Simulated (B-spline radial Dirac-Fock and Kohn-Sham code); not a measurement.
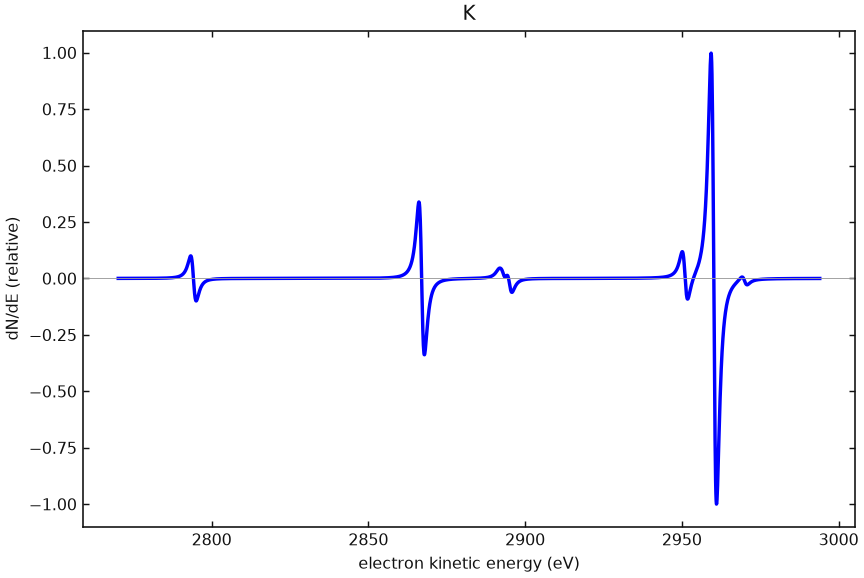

The Auger multiplet of a K hole with both final holes in L123, broadened by 3.0 eV full width and differentiated. Kinetic energies count from the vacuum level; very weak lines are left out. Lines are named by their largest jj component, which in light atoms can differ from the customary names. The figure is for atomic K, configuration [Ar] 4s1. Method: Dirac–Fock ΔSCF energies in intermediate coupling of the two holes, Coulomb rates, valence shells as spectators (computed with a B-spline radial atomic code).

### How wide is the K level from this decay?

0.503 eV from this multiplet.

### Which line is strongest?

K-L2L3 J=2 at 2.960 keV, 60 % of the multiplet.
